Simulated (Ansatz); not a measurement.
**Breaking a bond in H2NO (SMILES N[O])**

The species is H2NO (4 atoms), meant as a doublet with charge 0. SMILES: `N[O]`. Geometry: relaxed at GFN2-xTB.

```jsonl
{"atom": "N", "x (Å)": "-0.0151", "y (Å)": "0.0411", "z (Å)": "-0.1076"}
{"atom": "O", "x (Å)": "0.8043", "y (Å)": "0.3572", "z (Å)": "0.8198"}
{"atom": "H", "x (Å)": "-0.9684", "y (Å)": "0.3905", "z (Å)": "-0.0501"}
{"atom": "H", "x (Å)": "0.1792", "y (Å)": "-0.7889", "z (Å)": "-0.6622"}
```

The N1–O2 distance is scanned; the parts on either side stay rigid. Basis STO-3G, 2 core orbitals frozen in the correlated methods; program Ansatz 0.2.0. FCI is exact within this basis and core. Energies in eV from each method's value at 1.277 Å; open shells run as named. The shape above is that at 1.277 Å.

| distance (Å) | UHF | UBLYP | U-revPBE | UPBE0 | UB2PLYP | UCCSD | UBCCD(T) | FCI |
| --- | --- | --- | --- | --- | --- | --- | --- | --- |
| 1.277 | 0.00 | 0.00 | 0.00 | 0.00 | 0.00 | 0.00 | 0.00 | 0.00 |
| 1.597 | 1.08 | 0.47 | 0.65 | 1.02 | 0.85 | 0.68 | 0.69 | 0.64 |
| 1.916 | 1.95 | 2.74 | 2.99 | 3.56 | 3.29 | 2.54 | 2.57 | 2.52 |
| 2.554 | 1.26 | 4.17 | 4.20 | 3.99 | 3.26 | 2.45 | 2.47 | 2.49 |
| 3.193 | 1.23 | 4.30 | 4.29 | 4.04 | 3.29 | 2.43 | 2.45 | 2.47 |

Departure from the FCI curve at its largest: UHF -1.24 eV at 3.19 Å; UBLYP +1.83 eV at 3.19 Å; U-revPBE +1.82 eV at 3.19 Å; UPBE0 +1.57 eV at 3.19 Å; UB2PLYP +0.82 eV at 3.19 Å; UCCSD +0.04 eV at 1.60 Å; UBCCD(T) +0.05 eV at 1.92 Å. The curve of UHF turns over, which the reference doesn't. For the functionals part of the departure is owed to the small basis.

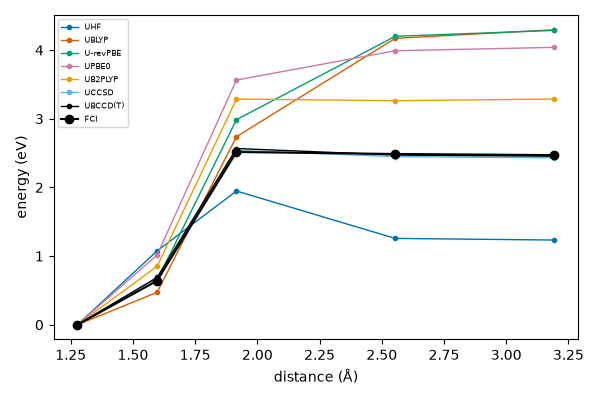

The curves of the table.
